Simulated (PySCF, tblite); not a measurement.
**CH₆ClSi₂ radical, a small gas-phase stand-in for a defect centre (Si site with back bonds C[SiH3], Cl, [H]): EPR parameters**

Aim: the EPR parameters of `[SiH3]C[SiH]Cl`. It is drawn as: dangling bond.

Programs: tblite 0.8.0 and PySCF 2.14.0. All values are calculated, for the isolated system unless a continuum is named. Atoms count from 0, parts from 1.

### Step 1. The system as given

10 atoms, charge 0, multiplicity 2; geometry: distance geometry start.

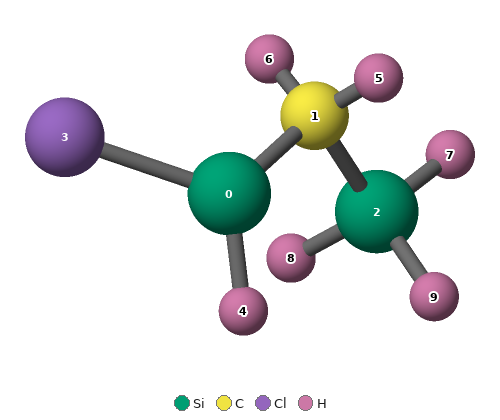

The starting geometry (silicon teal, carbon yellow, chlorine purple, hydrogen pink), atoms numbered.

### Step 2. Relaxing the cluster with GFN2-xTB

Job settings and geometry (Å):

```
{"job": {"kind": "relax", "xc": "GFN2-xTB", "basis": "xTB"}, "charge": 0, "multiplicity": 2}
Si     1.282163    -2.247321    -1.053298
C      0.185726    -1.150857    -0.075653
Si    -1.172014    -0.498837    -1.168984
Cl     1.610692    -4.190693    -0.243899
H      1.158226    -2.186543    -2.488123
H      0.741375    -0.332419     0.269312
H     -0.222102    -1.651625     0.700230
H     -1.957548     0.439588    -0.464466
H     -1.986691    -1.591738    -1.575277
H     -0.614300     0.127163    -2.317341
```

Level: GFN2-xTB geometry optimisation, gas phase.

The run is started by

```bash
$ OMP_NUM_THREADS=1 python cluster_run.py task.json out
```

The driver reads the jobs from task.json and runs them one after another.

**Question.** The jobs that follow are: PBE0-D3(BJ)/def2-SVP geometry optimisation, gas phase; UKS B3LYP, IGLO-III on C Cl Si, pcH-1 on H, non-relativistic, mean-field spin-orbit, GIAO; UKS BHandHLYP, IGLO-III on C Cl Si, pcH-1 on H, non-relativistic, mean-field spin-orbit, GIAO. Predict: point group; rotational constants (main isotopes); g(iso) (B3LYP); ⟨S²⟩; largest a(iso); potential on the surface of density 0.002 e/bohr³, 1st and 99th percentile.

**Answer**, as computed:

| quantity | value |
| --- | --- |
| point group | C1 |
| rotational constants (main isotopes) | 5.66, 1.74, 1.44 GHz |
| g(iso) (B3LYP) | 2.00506 |
| ⟨S²⟩ | 0.752 (exact 0.75) |
| largest a(iso) | 29Si on Si0, -665.0 MHz |
| potential on the surface of density 0.002 e/bohr³, 1st and 99th percentile | -0.49 V and 1.23 V |

The start of the PBE0/def2-SVP relaxation was shaken at random by about 0.01 Å, so part of the energy gained, and of the first lengths quoted, undoes that. The optimisation took 4 steps and gained 0.163 eV; among the close pairs (by a distance rule), Si0–Cl3 changed most, from 2.010 to 2.079 Å (PBE0/def2-SVP). Si0 carries the largest spin population, 0.80 e. The isotropic g lies 2.7 ppt above the free-electron value. The coupling of 29Si on Si0 runs from -704.8 (BHandHLYP/IGLO-III+pcH-1) to -665.0 MHz (B3LYP/IGLO-III+pcH-1).
